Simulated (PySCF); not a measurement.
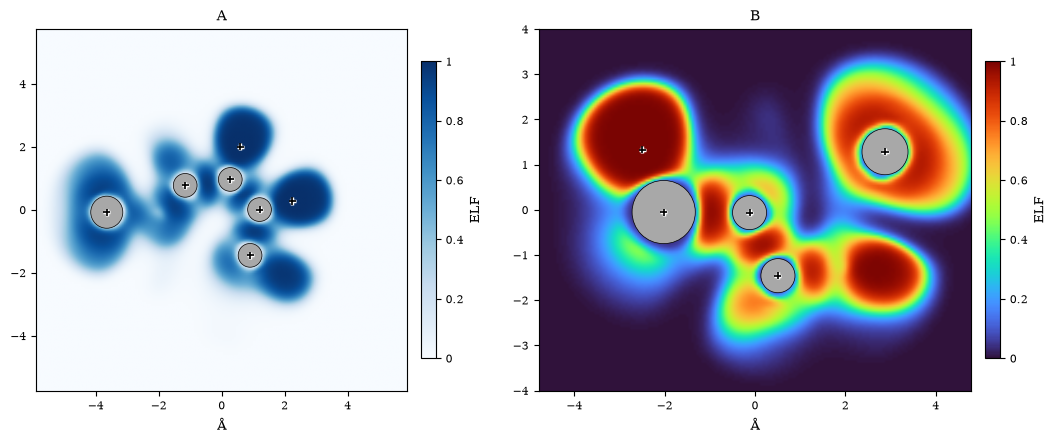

The electron localisation function of 2 systems, each on a plane through atoms (crosses mark nuclei in the plane; grey discs cover the cores).

Method: PBE0/def2-SVPD, SCF density, gas phase in PySCF 2.14.0.

System 1: C5H11ClSi, the plane of atoms C2, Si1 and H9. Geometry: GFN2-xTB.

```yaml
atoms:
  - { symbol: Si, position_ang: [2.3847, -0.1985, -0.5519] }
  - { symbol: C, position_ang: [0.6781, 0.1608, 0.2041] }
  - { symbol: C, position_ang: [-0.1382, -1.0860, 0.5564] }
  - { symbol: C, position_ang: [-1.5979, -0.6043, 0.6439] }
  - { symbol: C, position_ang: [-1.6273, 0.7757, -0.0251] }
  - { symbol: Cl, position_ang: [-1.8037, 2.0664, 1.2106] }
  - { symbol: C, position_ang: [-0.2769, 0.9157, -0.7186] }
  - { symbol: H, position_ang: [2.2010, -0.9888, -1.7721] }
  - { symbol: H, position_ang: [3.0422, 1.0668, -0.8779] }
  - { symbol: H, position_ang: [3.1836, -0.9538, 0.4132] }
  - { symbol: H, position_ang: [0.7959, 0.7590, 1.1136] }
  - { symbol: H, position_ang: [-0.0429, -1.8300, -0.2371] }
  - { symbol: H, position_ang: [0.1963, -1.5436, 1.4858] }
  - { symbol: H, position_ang: [-1.9289, -0.5326, 1.6790] }
  - { symbol: H, position_ang: [-2.2718, -1.2878, 0.1268] }
  - { symbol: H, position_ang: [-2.4753, 0.9100, -0.6975] }
  - { symbol: H, position_ang: [-0.3330, 0.4220, -1.6917] }
  - { symbol: H, position_ang: [0.0053, 1.9554, -0.8732] }
```

System 2: C5H7ClSSi, the plane of atoms C5, C4 and H10. Geometry: GFN2-xTB.

| atom | x (Å) | y (Å) | z (Å) |
| --- | --- | --- | --- |
| Cl | 2.0243 | 2.8163 | -0.9811 |
| C | 1.2018 | 1.4725 | -0.2474 |
| C | 1.7031 | 0.2471 | -0.4372 |
| C | 1.2198 | -1.0277 | 0.0521 |
| C | -0.0435 | -1.4536 | 0.0438 |
| C | -1.1867 | -0.6631 | -0.4899 |
| Si | -1.6784 | 0.5994 | 0.8415 |
| S | -0.0796 | 2.0540 | 0.8136 |
| H | 2.6186 | 0.1921 | -1.0158 |
| H | 2.0018 | -1.7034 | 0.3746 |
| H | -0.2767 | -2.4321 | 0.4386 |
| H | -0.8820 | -0.1309 | -1.3930 |
| H | -2.0198 | -1.3148 | -0.7418 |
| H | -2.8953 | 1.3497 | 0.5479 |
| H | -1.7119 | 0.0025 | 2.1722 |

### Match each panel to its system.

Panel A is system 2, C5H7ClSSi: the plane holds Cl, C and H. C–C (1.33 Å): the ELF peaks at about 0.95 between the atoms: a multiple bond. Panel B is system 1, C5H11ClSi: the plane holds Si, C, Cl and H. C–C (1.53 Å): the ELF peaks at about 0.95 between the atoms; localised, covalent bonding.
